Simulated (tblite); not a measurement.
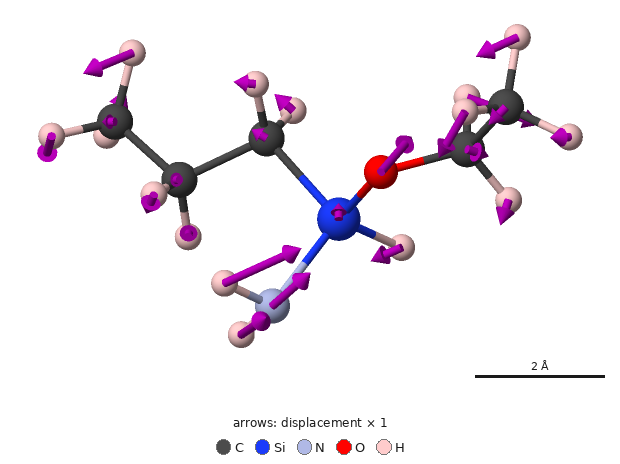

A relaxation of C5H15NOSi. The starting structure is drawn; purple arrows show the displacements, at their true length. The two geometries are superimposed by the best rigid fit.

Style: ball-and-stick. Shown at a tilt.

Method: GFN2-xTB geometry optimisation, gas phase (tblite). 

Describe the change and its energy.

The atom that moves furthest after the best rigid fit is an H atom (1.58 Å). Largest moves by element: H 1.58 Å, O 1.25 Å, N 0.98 Å, C 0.43 Å, Si 0.29 Å. Among the contacts that change: O–Si 1.700 → 1.621 Å, N–Si 1.794 → 1.733 Å, H–N 1.056 → 1.007 Å, C–H 1.134 → 1.096 Å. Among the angles between lasting bonds that change: Si–O–C 113.5° → 127.4°, C–Si–N 107.1° → 117.0°, N–Si–H 111.7° → 102.8°. Groups turn about O–Si by about 80°, C–O by about 65°, C–C by about 55°. The energy falls by 111.3 kJ/mol in 166 geometry steps.
